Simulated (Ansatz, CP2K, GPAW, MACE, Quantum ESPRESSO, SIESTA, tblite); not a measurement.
# Running amorphous Si (76 atoms) with CP2K

How do the settings of CP2K change the result for amorphous Si (76 atoms)? A plane-wave run serves as the yardstick.

Method: the method is named at each step, in CP2K 2026.2.

## Step 1: The starting structure

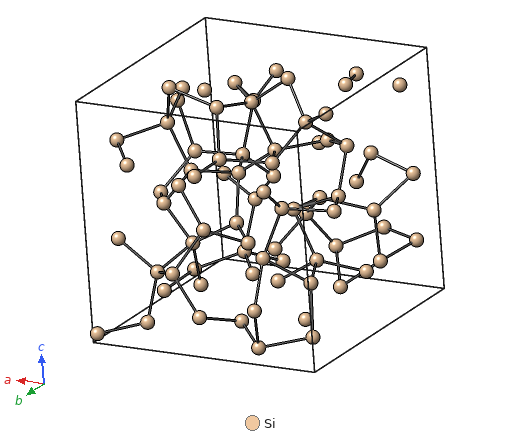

The starting structure, seen from a free direction (silicon light orange). Bonds to atoms that aren't drawn are left out. Some periodic images of atoms are drawn too.

The cell holds 76 atoms: 76 Si. Cell: a = 11.521 Å, b = 11.521 Å, c = 11.521 Å, α = 90.0°, β = 90.0°, γ = 90.0°. 76 atoms (76 Si) placed at random at 2.32 g/cm³, melted at 3500 K for 10 ps at fixed volume with the Tersoff potential (Tersoff, Phys. Rev. B 39, 5566 (1989)). Quenched from 3100 K to 500 K at 10 K/ps and fixed volume, annealed at 900 K for 50 ps, held 5 ps. Then every atom was moved at random, 0.05 Å r.m.s. a Cartesian component.

The yardstick, on the same geometry:

* method: Kohn-Sham DFT, PBE, PAW, plane waves (Ansatz 0.2.0); cutoff 420 eV, Γ point, fermi-dirac smearing of 0.05 eV; PAW set soft_2
* r.m.s. force component: 0.9372 eV/Å
* longest force: 4.062 eV/Å
* pressure: 0.3203 GPa
* SCF cycles: 10
* time: 5.6 s on 8 threads of Arm Neoverse V2, shared host
* CPU time: 40 s

## Step 2: PBE, DZVP-MOLOPT-SR, 350/50 Ry, diagonalisation

Method: Kohn-Sham DFT, PBE, GTH-PBE pseudopotentials, Gaussian and plane waves, DZVP-MOLOPT-SR-GTH, diagonalisation.

input.inp reads:

```
&GLOBAL
  PROJECT cell
  RUN_TYPE ENERGY_FORCE
  PRINT_LEVEL LOW
&END GLOBAL
&FORCE_EVAL
  METHOD QS
  STRESS_TENSOR ANALYTICAL
  &DFT
    BASIS_SET_FILE_NAME BASIS_MOLOPT
    POTENTIAL_FILE_NAME GTH_POTENTIALS
    &MGRID
      CUTOFF 350
      REL_CUTOFF 50
    &END MGRID
    &QS
      EPS_DEFAULT 1.0E-12
    &END QS
    &SCF
      SCF_GUESS ATOMIC
      EPS_SCF 1.0E-06
      MAX_SCF 200
      ADDED_MOS 34
      &DIAGONALIZATION
        ALGORITHM STANDARD
      &END DIAGONALIZATION
      &SMEAR ON
        METHOD FERMI_DIRAC
        ELECTRONIC_TEMPERATURE [K] 580
      &END SMEAR
      &MIXING
        METHOD BROYDEN_MIXING
        ALPHA 0.15
        NBROYDEN 8
      &END MIXING
      &PRINT
        &RESTART OFF
        &END RESTART
      &END PRINT
    &END SCF
    &XC
      &XC_FUNCTIONAL PBE
      &END XC_FUNCTIONAL
    &END XC
    &PRINT
      &MULLIKEN ON
      &END MULLIKEN
      &LOWDIN ON
      &END LOWDIN
      &MO ON
        EIGENVALUES T
        OCCUPATION_NUMBERS T
        MO_INDEX_RANGE 141 164
        &EACH
          QS_SCF 0
        &END EACH
        ADD_LAST NUMERIC
      &END MO
    &END PRINT
  &END DFT
  &SUBSYS
    &CELL
      A 11.52060 0.00000 0.00000
      B 0.00000 11.52060 0.00000
      C 0.00000 0.00000 11.52060
    &END CELL
    &COORD
      SCALED
      Si 0.95701 0.28468 0.06126
      Si 0.64647 0.35974 0.10614
      Si 0.06832 0.06670 0.21606
      Si 0.29154 0.29325 0.07318
      Si 0.89395 0.31908 0.57108
      Si 0.69630 0.04936 0.04485
      Si 0.69014 0.29873 0.57404
      Si 0.49667 0.78593 0.74783
      Si 0.20752 0.58920 0.29692
      Si 0.21545 0.80556 0.58602
      Si 0.86617 0.62222 0.46359
      Si 0.82037 0.62499 0.80548
      Si 0.25420 0.20597 0.88646
      Si 0.12359 0.44056 0.73049
      Si 0.99454 0.05309 0.71800
      Si 0.28748 0.31547 0.69020
      Si 0.29734 0.91967 0.03723
      Si 0.02891 0.17016 0.90030
      Si 0.76855 0.55055 0.11277
      Si 0.96957 0.49935 0.04573
      Si 0.27863 0.87018 0.39314
      Si 0.52586 0.96978 0.15167
      Si 0.31464 0.35999 0.46351
      Si 0.66707 0.22668 0.77618
      Si 0.96487 0.77488 0.76669
      Si 0.21570 0.58304 0.86667
      Si 0.64703 0.38716 0.90889
      Si 0.33502 0.65814 0.70865
      Si 0.44005 0.71064 0.38167
      Si 0.54391 0.70111 0.92808
      Si 0.39573 0.13583 0.17497
      Si 0.45042 0.24918 0.34213
      Si 0.33604 0.49598 0.00274
      Si 0.06440 0.67376 0.95093
      Si 0.31915 0.07346 0.42938
      Si 0.98604 0.98935 0.03476
      Si 0.76860 0.21211 0.13249
      Si 0.11828 0.28340 0.40904
      Si 0.11729 0.26663 0.19231
      Si 0.57568 0.56528 0.39814
      Si 0.49170 0.98661 0.74765
      Si 0.73523 0.61469 0.61354
      Si 0.55284 0.84986 0.46975
      Si 0.79932 0.81414 0.25318
      Si 0.05469 0.47628 0.22964
      Si 0.31846 0.01784 0.85725
      Si 0.50354 0.50620 0.88747
      Si 0.66464 0.04703 0.83784
      Si 0.11093 0.81446 0.06748
      Si 0.64624 0.95157 0.31146
      Si 0.82209 0.87733 0.06330
      Si 0.76535 0.10935 0.31460
      Si 0.74789 0.71114 0.98864
      Si 0.49589 0.42536 0.25082
      Si 0.44794 0.78758 0.08315
      Si 0.01583 0.74347 0.57736
[... 16 atom lines left out ...]
      Si 0.01614 0.13989 0.52414
      Si 0.20650 0.13338 0.58376
      Si 0.67665 0.80963 0.62567
      Si 0.74718 0.62255 0.31320
    &END COORD
    &KIND Si
      BASIS_SET DZVP-MOLOPT-SR-GTH-q4
      POTENTIAL GTH-PBE-q4
    &END KIND
  &END SUBSYS
  &PRINT
    &FORCES ON
    &END FORCES
    &STRESS_TENSOR ON
    &END STRESS_TENSOR
  &END PRINT
&END FORCE_EVAL
```

On the command line:

```bash
$ OMP_NUM_THREADS=2 cp2k.psmp -i input.inp > output.txt
```

Numbers of over 12 decimals in the logs are rounded to 6 here.

Log:

```text
CP2K| version string:                                       CP2K version 2026.2
 CP2K| Input file name                                                 input.inp
 GLOBAL| Basis set file name                                        BASIS_MOLOPT
 GLOBAL| Potential file name                                      GTH_POTENTIALS
 GLOBAL| Run type                                                   ENERGY_FORCE
 GLOBAL| Total number of message passing processes                             1
 GLOBAL| Number of threads for this process                                    2
 TOTAL NUMBERS AND MAXIMUM NUMBERS
  Total number of            - Atomic kinds:                                   1
                             - Atoms:                                         76
                             - Shell sets:                                    76
                             - Shells:                                       380
                             - Primitive Cartesian functions:                304
                             - Cartesian basis functions:                   1064
                             - Spherical basis functions:                    988
  Maximum angular momentum of- Orbital basis functions:                        2
                             - Local part of the GTH pseudopotential:          0
                             - Non-local part of the GTH pseudopotential:      2
 SCF PARAMETERS         Density guess:                                    ATOMIC
                        max_scf:                                             200
                        eps_scf:                                        1.00E-06
                        added MOs                                        34    0
                        Mixing method:                            BROYDEN_MIXING
                                                charge density mixing in g-space
                        Smear method:                                FERMI_DIRAC
                        Electronic temperature [K]:                        580.0
                        Electronic temperature [a.u.]:                  1.84E-03
                        Accuracy threshold:                             1.00E-10
 Extrapolation method: initial_guess
 Number of electrons:                                                        304
 Number of occupied orbitals:                                                152
 Number of molecular orbitals:                                               186
 Number of orbital functions:                                                988
 Number of independent orbital functions:                                    988
 SCF WAVEFUNCTION OPTIMIZATION
  Step     Update method      Time    Convergence         Total energy    Change
     1 NoMix/Diag. 0.15E+00    3.3     1.06221904      -302.4267516450 -3.02E+02
     2 Broy./Diag. 0.15E+00    4.3     0.06782802      -302.5491333209 -1.22E-01
     3 Broy./Diag. 0.15E+00    4.4     0.29081144      -299.2909362422  3.26E+00
     4 Broy./Diag. 0.15E+00    4.4     0.25989991      -299.0349170098  2.56E-01
     5 Broy./Diag. 0.15E+00    4.4     0.04451527      -298.5810621902  4.54E-01
     6 Broy./Diag. 0.15E+00    4.5     0.04244368      -298.3227040817  2.58E-01
     7 Broy./Diag. 0.15E+00    4.6     0.00178481      -298.2203254600  1.02E-01
[...]
16 Broy./Diag. 0.15E+00    4.6     0.00000390      -298.0679764496 -3.44E-04
    17 Broy./Diag. 0.15E+00    4.4     0.00000436      -298.0680655031 -8.91E-05
    18 Broy./Diag. 0.15E+00    4.5     0.00000085      -298.0680711999 -5.70E-06
  *** SCF run converged in    18 steps ***
  Electronic density on regular grids:       -303.9999999999        0.0000000001
  Core density on regular grids:              303.9999999994       -0.0000000006
  Total charge density on r-space grids:       -0.0000000005
  Total charge density g-space grids:          -0.0000000005
  Overlap energy of the core charge distribution:               2.2068e-09
  Self energy of the core charge distribution:               -779.607425
  Core Hamiltonian energy:                                    162.838384
  Hartree energy:                                             409.433218
  Exchange-correlation energy:                                -90.723929
  Electronic entropic energy:                                  -0.00832037
  Fermi energy:                                                 0.198766
  Total energy:                                              -298.068071
  Total energy (extrapolated to T->0):                       -298.063911
 MO| EIGENVALUES AND OCCUPATION NUMBERS
 MO|
 MO|  Index      Eigenvalue [a.u.]        Eigenvalue [eV]             Occupation
 MO|    141               0.160835               4.376540               2.000000
 MO|    142               0.164029               4.463443               2.000000
 MO|    143               0.166080               4.519272               2.000000
 MO|    144               0.170421               4.637392               2.000000
 MO|    145               0.173423               4.719082               1.999998
 MO|    146               0.174725               4.754510               1.999996
[...]
MO|    162               0.225562               6.137845               0.000001
 MO|    163               0.231121               6.289132               0.000000
 MO|    164               0.234852               6.390651               0.000000
 MO| Sum:                                                             304.000000
 MO| E(Fermi):            0.198766 a.u.          5.408689 eV
 !-----------------------------------------------------------------------------!
                     Mulliken Population Analysis
 #  Atom  Element  Kind  Atomic population                           Net charge
       1     Si       1          3.980624                              0.019376
       2     Si       1          3.980254                              0.019746
       3     Si       1          3.962855                              0.037145
       4     Si       1          4.006870                             -0.006870
       5     Si       1          3.919891                              0.080109
       6     Si       1          3.974083                              0.025917
[...]
# Total charge                            304.000000                  0.000000
 !-----------------------------------------------------------------------------!
 LOWDIN POPULATION ANALYSIS
 #  Atom  Element  Kind  Atomic population                           Net charge
[...]
74     Si       1          4.031770                             -0.031770
      75     Si       1          3.952238                              0.047762
      76     Si       1          4.021636                             -0.021636
 # Total charge                            304.000000                  0.000000
 ENERGY| Total FORCE_EVAL ( QS ) energy [hartree]           -298.068085
 FORCES| Atomic forces [hartree/bohr]
 FORCES|   Atom     x               y               z               |f|
 FORCES|      1 -4.43180088E-03 -2.33475422E-03  1.02059285E-03   5.11209801E-03
 FORCES|      2 -1.41462189E-02  4.60881059E-02  1.46343020E-02   5.03824553E-02
 FORCES|      3 -9.72531609E-03  3.72005554E-03 -2.90688365E-02   3.08774650E-02
 FORCES|      4 -7.85130814E-04 -4.39139526E-03 -1.11071273E-02   1.19695054E-02
 FORCES|      5  1.58070243E-02 -1.81751522E-02  3.94064265E-03   2.44075160E-02
 FORCES|      6 -1.83504351E-02 -3.67231024E-02 -1.17865489E-02   4.27112100E-02
[...]
FORCES|     74  2.08426991E-02  4.58238635E-03  2.22702114E-02   3.08444272E-02
 FORCES|     75 -4.54654423E-03 -3.47686158E-03  5.70413118E-03   8.08064004E-03
 FORCES|     76 -1.03666244E-02  7.41540150E-03 -5.08317545E-02   5.24053657E-02
 FORCES| Sum     1.88028339E-07  4.26930169E-07 -7.38089998E-09
 FORCES| Total atomic force                                       4.66560289E-07
 STRESS| Analytical stress tensor [bar]
 STRESS|                        x                   y                   z
 STRESS|      x        1.64256553119E+03  -5.84061371985E+03   1.23659967511E+04
 STRESS|      y       -5.84061371985E+03  -1.87352565544E+03   1.42488389166E+04
 STRESS|      z        1.23659967511E+04   1.42488389166E+04   4.53663768139E+03
 STRESS| 1/3 Trace                                             1.43522585238E+03
```

Elapsed: 94 s, on 2 threads of Arm Neoverse V2, shared host; peak memory 1.9 GiB; 2.9 min of CPU time.

Banners, paths, timers and routine set-up lines are dropped from the logs unmarked, and long logs keep their key lines alone; longer cuts are marked.

Numbers from this run, and their distance from the reference:

* r.m.s. force component: 0.9492 eV/Å
* r.m.s. difference of force components: 25.9 meV/Å
* longest difference of force vectors: 93.6 meV/Å
* force difference over r.m.s. force: 2.764 %
* slope of forces against the reference's: 1.012
* correlation of force components: 0.9997
* pressure: 0.1435 GPa
* pressure difference: -0.1768 GPa

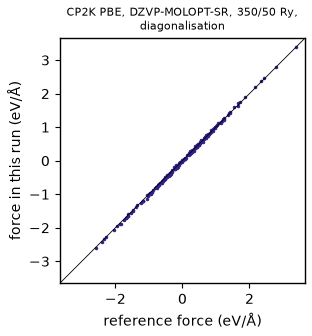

Force components against those of the reference; the line marks equality.

The surroundings of Si24, which has 3 bonded neighbours where the commonest count for Si is 4, nearest first, numbered as they follow in the input and with coordinates relative to it.

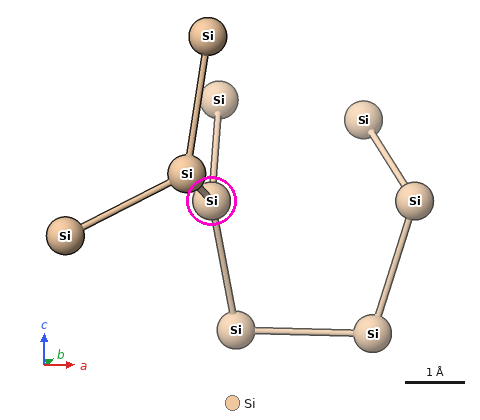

The atoms of the table, within 3.7 Å (arrows a, b, c point along x, y, z); some may hide others; the central atom is ringed.

| atom | x | y | z | distance (Å) | bonds | Mulliken charge (e) | Fx | Fy | Fz (eV/Å) |
| --- | --- | --- | --- | --- | --- | --- | --- | --- | --- |
| Si24 | 0.00 | 0.00 | 0.00 | 0.00 | 3 | 0.15 | 0.18 | 2.21 | -1.00 |
| Si48 | -0.03 | -2.07 | 0.71 | 2.19 | 4 | -0.07 | 0.83 | -1.68 | 0.71 |
| Si27 | -0.23 | 1.85 | 1.53 | 2.41 | 4 | -0.05 | 2.47 | -1.78 | -0.17 |
| Si7 | 0.27 | 0.83 | -2.33 | 2.49 | 4 | -0.06 | 1.42 | 1.25 | 3.39 |
| Si41 | -2.02 | -2.77 | -0.33 | 3.44 | 4 | -0.07 | -0.50 | 0.27 | 1.46 |
| Si71 | 2.19 | 2.43 | 1.17 | 3.47 | 4 | -0.02 | -1.71 | 1.28 | 0.56 |
| Si65 | 3.36 | 1.02 | -0.05 | 3.51 | 4 | -0.07 | 0.49 | -0.14 | -1.48 |
| Si5 | 2.61 | 1.06 | -2.36 | 3.68 | 4 | 0.08 | 0.81 | -0.93 | 0.20 |
| Si6 | 0.34 | -2.04 | 3.10 | 3.72 | 4 | 0.03 | -0.94 | -1.89 | -0.61 |

Forces lie 2.8 % from the reference's, at 4.3 times its CPU time (on 2 against 8 cores).

## Step 3: GFN1-xTB, diagonalisation

Method: GFN1-xTB tight binding (the program's own implementation), diagonalisation.

input.inp reads:

```
&GLOBAL
  PROJECT cell
  RUN_TYPE ENERGY_FORCE
  PRINT_LEVEL LOW
&END GLOBAL
&FORCE_EVAL
  METHOD QS
  STRESS_TENSOR ANALYTICAL
  &DFT
    &QS
      METHOD XTB
      &XTB
        GFN_TYPE 1
        DO_EWALD T
        CHECK_ATOMIC_CHARGES F
      &END XTB
    &END QS
    &SCF
      SCF_GUESS ATOMIC
      EPS_SCF 1.0E-06
      MAX_SCF 200
      ADDED_MOS 57
      &DIAGONALIZATION
        ALGORITHM STANDARD
      &END DIAGONALIZATION
      &SMEAR ON
        METHOD FERMI_DIRAC
        ELECTRONIC_TEMPERATURE [K] 580
      &END SMEAR
      &MIXING
        METHOD BROYDEN_MIXING
        ALPHA 0.15
        NBROYDEN 8
      &END MIXING
      &PRINT
        &RESTART OFF
        &END RESTART
      &END PRINT
    &END SCF
    &PRINT
      &MULLIKEN ON
      &END MULLIKEN
    &END PRINT
  &END DFT
  &SUBSYS
    &CELL
      A 11.52060 0.00000 0.00000
      B 0.00000 11.52060 0.00000
      C 0.00000 0.00000 11.52060
    &END CELL
    &COORD
      SCALED
[... 76 atom lines left out: the same atoms as in the first run ...]
    &END COORD
  &END SUBSYS
  &PRINT
    &FORCES ON
    &END FORCES
    &STRESS_TENSOR ON
    &END STRESS_TENSOR
  &END PRINT
&END FORCE_EVAL
```

On the command line:

```bash
$ OMP_NUM_THREADS=1 cp2k.psmp -i input.inp > output.txt
```

Log:

```text
CP2K| version string:                                       CP2K version 2026.2
 CP2K| Input file name                                                 input.inp
 GLOBAL| Basis set file name                                           BASIS_SET
 GLOBAL| Potential file name                                           POTENTIAL
 GLOBAL| Run type                                                   ENERGY_FORCE
 GLOBAL| Total number of message passing processes                             1
 GLOBAL| Number of threads for this process                                    1
                  #####   #####        #          ####### ######
                 #     # #     #      #              #    #     #
                 #     # #           #    ##   ##    #    #     #
[... lines left out ...]
                        Smear method:                                FERMI_DIRAC
[... lines left out ...]
 Number of electrons:                                                        304
[... lines left out ...]
  Step     Update method      Time    Convergence         Total energy    Change
[... lines left out ...]
  *** SCF run converged in   161 steps ***
[... lines left out ...]
  Fermi energy:                                                -0.394303
  Total energy:                                              -138.847097
  Total energy (extrapolated to T->0):                       -138.842519
 MULLIKEN POPULATION ANALYSIS
  # Atom   Element   Kind        Atomic population                    Net charge
       1     Si         1                 3.914622                      0.085378
       2     Si         1                 4.022912                     -0.022912
       3     Si         1                 4.022313                     -0.022313
[...]
75     Si         1                 3.984963                      0.015037
      76     Si         1                 4.098427                     -0.098427
 # Total charge                         304.000000                      0.000000
 ENERGY| Total FORCE_EVAL ( QS ) energy [hartree]           -138.847097
 FORCES| Atomic forces [hartree/bohr]
 FORCES|   Atom     x               y               z               |f|
 FORCES|      1 -7.75723660E-03 -9.14580954E-04  1.10683112E-03   7.88899570E-03
 FORCES|      2 -2.14470167E-02  4.58839531E-02  2.27076793E-02   5.55063093E-02
 FORCES|      3 -1.11232504E-02  7.47920318E-03 -3.39972033E-02   3.65441516E-02
[...]
FORCES|     75 -5.42824383E-04 -8.30634291E-04  8.14196644E-03   8.20220880E-03
 FORCES|     76 -1.66419781E-02  3.99381487E-03 -6.22032534E-02   6.45147327E-02
 FORCES| Sum    -3.42434414E-15 -3.16587034E-16  1.02903797E-14
 FORCES| Total atomic force                                       1.08498052E-14
 STRESS| Analytical stress tensor [bar]
 STRESS|                        x                   y                   z
 STRESS|      x        7.23088634581E+04  -8.79547549078E+03   1.22394009248E+04
 STRESS|      y       -8.79547549078E+03   7.47691226264E+04   1.58624027898E+04
 STRESS|      z        1.22394009248E+04   1.58624027898E+04   7.32992009972E+04
 STRESS| 1/3 Trace                                             7.34590623606E+04
```

Wall time 31 s (1 thread); peak memory 0.28 GiB.

Numbers from this run, and their distance from the reference:

```yaml
r_m_s_force_component: 1.119 eV/Å
r_m_s_difference_of_force_components: 287.3 meV/Å
longest_difference_of_force_vectors: 1734 meV/Å
force_difference_over_r_m_s_force: 30.66 %
slope_of_forces_against_the_reference_s: 1.165
correlation_of_force_components: 0.9763
pressure: 7.346 GPa
pressure_difference: 7.026 GPa
```

Against the first run (2.8 %), the force difference from the reference is 31 %, at 0.18 times the CPU time (on 1 against 2 cores) (161 SCF steps against 18); the model has changed, so this is no error of the program alone.

(Continued in part 2 of 4.)

[Also dropped from logs without a mark: logging warnings of Python, and SIESTA's first energy breakdown and zero terms.]

[Logs are printed without paths, hosts, clocks, repeated set-up lines and the standing remarks that a program may print on its own settings, such as how far it seeks lower states.]

[Hosts, paths, dates, database ids (printed as entryN), source tags and the programs' standing remarks are cut or masked in the printed files.]
